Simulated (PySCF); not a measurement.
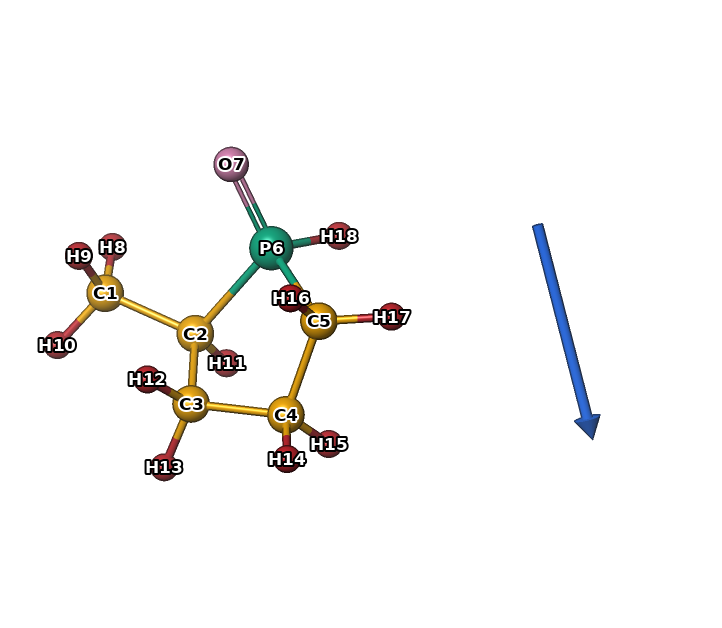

The arrow beside the molecule shows the direction of the dipole moment, from the negative to the positive end (its length means nothing). The geometry was computed by an optimisation with GFN2-xTB. No frequency run is at hand to confirm it as a minimum. Properties computed with ωB97X-D/def2-SVPD, gas phase (PySCF 2.14.0).

Q: Estimate the dipole moment.

A: 4.40 D; it points from the side of O7 to the side of H15 (the outermost atoms at the two ends).

The geometry is semi-empirical. Around P such bond lengths and angles can be off by a tenth of an ångström or more and by several degrees, and values that hang on the shape move with them.
